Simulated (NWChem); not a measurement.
# One shape, several levels: C2H3F3 (1,1,2-trifluoroethane)

Aim: a comparison of 5 runs (HF/def2-SVP, PBE/3-21G, PBE0/def2-SVP, BP86/aug-cc-pVDZ, PBE/def2-TZVP) of C2H3F3 (1,1,2-trifluoroethane). 

The results are computed with NWChem 7.3.0.

**1. The system as given**

C2H3F3: 8 atoms, total charge 0, spin state singlet. SMILES: `FCC(F)F`. The coordinates come from a PBE0-D4/def2-TZVP relaxation. This is one conformer, not always the lowest.

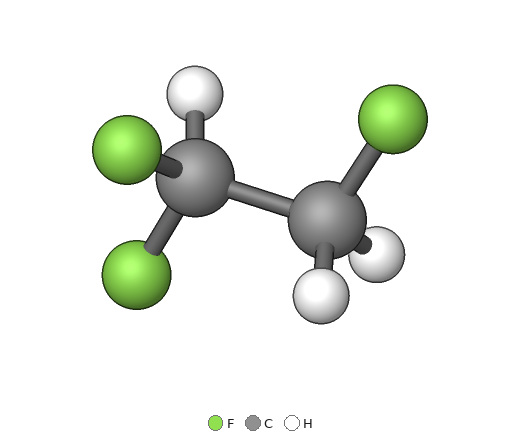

The structure, seen from a chosen angle (fluorine green, carbon grey, hydrogen white).

**2. Energy and gradient at HF/def2-SVP (run 1)**

Contents of nw.xyz:

```xyz
8

F     -1.142800    -0.681000     1.163100
C     -0.188200     0.195100     0.711800
C      0.172900    -0.152400    -0.711300
F      0.824200    -1.335800    -0.756500
F      1.011700     0.803600    -1.182200
H      0.701700     0.118900     1.342500
H     -0.588500     1.211500     0.747300
H     -0.698800    -0.217000    -1.370500
```

Contents of nw.nw:

```
start nw
memory stack 880 mb heap 220 mb global 1100 mb
charge 0
geometry noautosym nocenter noautoz
load format xyz nw.xyz
end
basis spherical bse
F library def2-SVP
C library def2-SVP
H library def2-SVP
end
scf
thresh 1e-08
maxiter 80
print low
end
task scf gradient
```

On the command line:

```sh
$ nwchem nw.nw > nw.out
```

The program printed:

```text
[...]
  functions       =    85
[...]
  wavefunction    = RHF
[...]
         Total SCF energy =   -375.491316952178
      One-electron energy =   -901.885756109929
      Two-electron energy =    335.034639710693
 Nuclear repulsion energy =    191.359799447058
        Time for solution =     12.7s
[...]
                         RHF ENERGY GRADIENTS
    atom               coordinates                        gradient
                 x          y          z           x          y          z
   1 F      -2.159579  -1.286903   2.197940   -0.011536  -0.010089   0.006685
   2 C      -0.355646   0.368686   1.345107    0.006224   0.006251  -0.004053
   3 C       0.326734  -0.287994  -1.344162   -0.011777   0.004357   0.007430
   4 F       1.557512  -2.524296  -1.429578    0.008294  -0.017784  -0.000841
   5 F       1.911836   1.518584  -2.234034    0.011635   0.014456  -0.007540
   6 H       1.326021   0.224688   2.536957    0.003427  -0.000216   0.002006
   7 H      -1.112104   2.289403   1.412192   -0.001178   0.003739  -0.000116
   8 H      -1.320541  -0.410071  -2.589869   -0.005090  -0.000713  -0.003571
 Task  times  cpu:       15.1s     wall:       15.1s
 Total times  cpu:       15.1s     wall:       15.1s
```

Wall time 16 s (1 thread of Intel Xeon Platinum 8488C (Sapphire Rapids), shared host); peak memory 0.1 GiB.

**3. Energy and forces at PBE/3-21G (run 2)**

Contents of calc.xyz:

```xyz
8
C2H3F3 gradient
F     -1.142800    -0.681000     1.163100
C     -0.188200     0.195100     0.711800
C      0.172900    -0.152400    -0.711300
F      0.824200    -1.335800    -0.756500
F      1.011700     0.803600    -1.182200
H      0.701700     0.118900     1.342500
H     -0.588500     1.211500     0.747300
H     -0.698800    -0.217000    -1.370500
```

Contents of run.py:

```python
from ase.io import read
from ase.calculators.nwchem import NWChem

atoms = read('calc.xyz')

calc = NWChem(
    label='calc',
    theory='dft',
    memory='2200 mb',
    basis='3-21G',
    basispar='spherical bse',
    dft={'xc': 'xpbe96 cpbe96', 'mult': '1', 'grid': 'xfine', 'convergence': 'energy 1e-08', 'iterations': '100', 'mulliken': None},
)
atoms.calc = calc

forces = atoms.get_forces()
e = atoms.get_potential_energy()
print(f"E = {e:.6f} eV")
print("forces (eV/A):")
for s, f in zip(atoms.symbols, forces):
    print(f"{s:2s} {f[0]:10.5f} {f[1]:10.5f} {f[2]:10.5f}")
print("dipole (e A):", atoms.get_dipole_moment().round(4))
```

On the command line:

```sh
$ export ASE_NWCHEM_COMMAND="nwchem PREFIX.nwi > PREFIX.nwo"
$ python run.py
```

The program printed:

```text
E = -10206.234914 eV
forces (eV/A):
F    -1.49813   -1.44655    0.63594
C     0.42840    0.73492   -0.15262
C    -1.28391    0.29640    0.02597
F     0.95398   -2.08208    0.15941
F     1.28329    1.76419   -0.61974
H     0.52070    0.18260   -0.00396
H     0.15925    0.50198   -0.11107
H    -0.56353    0.04859    0.06608
dipole (e A): [-0.0915  0.2408  0.0311]
```

The calculator wrote calc.nwi:

```
title "calc"

permanent_dir calc

scratch_dir calc

start calc

geometry units angstrom nocenter noautosym noautoz
  F  -1.1428000000000000e+00 -6.8100000000000005e-01 1.1631000000000000e+00
  C  -1.8820000000000001e-01 1.9510000000000000e-01 7.1179999999999999e-01
  C  1.7290000000000000e-01 -1.5240000000000001e-01 -7.1130000000000004e-01
  F  8.2420000000000004e-01 -1.3358000000000001e+00 -7.5649999999999995e-01
  F  1.0117000000000000e+00 8.0359999999999998e-01 -1.1821999999999999e+00
  H  7.0169999999999999e-01 1.1890000000000001e-01 1.3425000000000000e+00
  H  -5.8850000000000002e-01 1.2115000000000000e+00 7.4729999999999996e-01
  H  -6.9879999999999998e-01 -2.1700000000000000e-01 -1.3705000000000001e+00
end

memory 2200 mb

basis spherical bse noprint
   * library 3-21G
end

dft
  xc xpbe96 cpbe96
  mult 1
  grid xfine
  convergence energy 1e-08
  iterations 100
  mulliken
end

task dft gradient
```

calc.nwo:

```text
Northwest Computational Chemistry Package (NWChem) 7.3.0
             --------------------------------------------------------

           Job information
           ---------------

    nwchem branch   = 7.3.0
    use scalapack   = T
    input           = calc.nwi
    prefix          = calc.
    data base       = calc/calc.db
    status          = startup
    nproc           =        1

           Memory information
           ------------------

    heap     =     72089598 doubles =      550.0 Mbytes
    stack    =     72089595 doubles =      550.0 Mbytes
    global   =    144179200 doubles =     1100.0 Mbytes (distinct from heap & stack)
    total    =    288358393 doubles =     2200.0 Mbytes
    verify   = yes
    hardfail = no

[... 109 lines left out ...]
  convergence criterion.
[... 37 lines left out ...]
          Spatial weights used:  Erf1
[... 83 lines left out ...]
         Total DFT energy =     -375.072218114681
[... 3 lines left out ...]
 Nuclear repulsion energy =      191.359799447057
[... 431 lines left out ...]
          Convergence on gradient requested:  5.00D-04
[... 24 lines left out ...]
          total energy or number of iterations.
[... 26 lines left out ...]
                         DFT ENERGY GRADIENTS

    atom               coordinates                        gradient
                 x          y          z           x          y          z
   1 F      -2.159579  -1.286903   2.197940    0.029134   0.028131  -0.012367
   2 C      -0.355646   0.368686   1.345107   -0.008331  -0.014292   0.002968
   3 C       0.326734  -0.287994  -1.344162    0.024968  -0.005764  -0.000505
[... 4 lines of this table left out ...]
   8 H      -1.320541  -0.410071  -2.589869    0.010959  -0.000945  -0.001285

                 ----------------------------------------
                 |  Time  |  1-e(secs)   |  2-e(secs)   |
                 ----------------------------------------
                 |  CPU   |       0.00   |       0.18   |
                 ----------------------------------------
                 |  WALL  |       0.00   |       0.18   |
                 ----------------------------------------

 Task  times  cpu:       14.6s     wall:       14.6s
 Total times  cpu:       14.7s     wall:       14.7s
```

Run time: 16 s. Hardware: 1 thread of Intel Xeon Platinum 8488C (Sapphire Rapids), shared host; peak memory 0.14 GiB.

Runs 3 to 4 aren't shown in full; the table further down has their settings and results.

**4. Energy and forces at PBE/def2-TZVP (run 5)**

Contents of a.nw:

```
start a
title "C2H3F3 PBE"
memory total 2200 mb
charge 0

geometry units bohr noautosym nocenter noautoz
  F  -2.15957902 -1.28690349  2.19794046
  C  -0.35564646  0.36868557  1.34510706
  C   0.32673365 -0.28799426 -1.34416219
  F   1.55751227 -2.52429616 -1.42957781
  F   1.91183592  1.51858391 -2.23403422
  H   1.32602082  0.22468844  2.53695732
  H  -1.11210382  2.28940320  1.41219233
  H  -1.32054062 -0.41007057 -2.58986965
end

basis "ao basis" spherical bse
  * library def2-TZVP
end

dft
  xc xpbe96 cpbe96
  grid fine
  convergence energy 1e-08
  maxiter 100
  mulliken
end

task dft gradient
```

On the command line:

```sh
$ nwchem a.nw > a.out
```

The program printed:

```text
[...]
          Wavefunction type:  closed shell.
          No. of atoms     :     8
          No. of electrons :    42
[...]
          Charge           :     0
          Spin multiplicity:     1
[...]
          AO basis - number of functions:   173
[...]
              XC Information
              --------------
          PerdewBurkeErnzerhof Exchange Functional  1.000
            Perdew 1991 LDA Correlation Functional  1.000 local
           PerdewBurkeErnz. Correlation Functional  1.000 non-local
[...]
 d= 0,ls=0.0,diis     1   -377.1568086216 -5.69D+02  8.43D-03  1.92D+00     8.7
[...]
 d= 0,ls=0.0,diis    11   -377.3173684007 -1.21D-09  7.13D-08  3.99D-10    89.9
         Total DFT energy =     -377.317368400671
      One electron energy =     -902.624814535909
           Coulomb energy =      376.940163495099
    Exchange-Corr. energy =      -42.992503009825
 Nuclear repulsion energy =      191.359785649963
[...]
      Total Density - Mulliken Population Analysis
     ---------------------------------------------
    Atom       Charge   Shell Charges
 -----------   ------   -------------------------------------------------------
    1 F    9     9.19   0.77  1.20  0.62  0.97  0.36  2.28  2.08  0.90  0.00  0.01  0.00
    2 C    6     5.98   0.85  1.12  0.53  0.64  0.06  1.30  1.13  0.21  0.03  0.10  0.01
    3 C    6     5.79   0.85  1.12  0.54  0.60  0.06  1.24  0.97  0.14  0.05  0.18  0.02
    4 F    9     9.16   0.77  1.20  0.62  0.97  0.34  2.28  2.09  0.87  0.00  0.01  0.00
    5 F    9     9.16   0.77  1.20  0.62  0.97  0.34  2.28  2.09  0.87  0.00  0.01  0.00
    6 H    1     0.89   0.28  0.47  0.12  0.02
    7 H    1     0.90   0.28  0.48  0.12  0.02
    8 H    1     0.93   0.28  0.48  0.14  0.02
[...]
  wavefunction    = closed shell
                         DFT ENERGY GRADIENTS
    atom               coordinates                        gradient
                 x          y          z           x          y          z
   1 F      -2.159579  -1.286903   2.197940    0.009970   0.008887  -0.005333
   2 C      -0.355646   0.368686   1.345107   -0.003703  -0.004388   0.001477
   3 C       0.326734  -0.287994  -1.344162    0.008270  -0.001900  -0.003091
   4 F       1.557512  -2.524296  -1.429578   -0.006980   0.014738   0.000542
   5 F       1.911836   1.518584  -2.234034   -0.009716  -0.012172   0.006176
   6 H       1.326021   0.224688   2.536957   -0.004789  -0.000032  -0.003025
   7 H      -1.112104   2.289403   1.412192    0.001727  -0.005482  -0.000264
   8 H      -1.320541  -0.410071  -2.589870    0.005220   0.000349   0.003519
[...]
```

It took 1.8 min on 1 thread of Intel Xeon Platinum 8488C (Sapphire Rapids), shared host; peak memory 0.14 GiB.

**5. Overview of the runs**

```csv
run,level,iteration cap,module,energy (Eh),largest force (eV/Å),wall time
1,HF/def2-SVP,80,scf,-375.491317,1.030,16 s
2,PBE/3-21G,100,dft,-375.072218,2.296,16 s
3,PBE0/def2-SVP,100,dft,-376.869141,0.680,33 s
4,BP86/aug-cc-pVDZ,100,dft,-377.580301,1.338,86 s
5,PBE/def2-TZVP,100,dft,-377.317368,0.862,1.8 min
```

**6. Summary of results**

| quantity | value |
| --- | --- |
| run 5: total energy | -377.31737 Eh |
| run 5: dipole moment | 1.39 D |
| run 5: HOMO energy | -7.94 eV |
| run 5: LUMO energy | 0.24 eV |
| run 5: HOMO–LUMO gap | 8.18 eV |
| run 5: largest force on an atom | 0.862 eV/Å |

In words: Over runs 2, 3, 4, 5 the dipole moment (its size) runs from 1.25 D (PBE/3-21G) to 1.47 D (PBE0/def2-SVP). The two ends differ in method and basis. Over runs 2, 3, 4, 5 the HOMO–LUMO gap runs from 7.81 eV (BP86/aug-cc-pVDZ) to 11.59 eV (PBE0/def2-SVP). Totals of different functionals can't be ranked against each other. All runs together took 4.3 min, the longest 1.8 min.
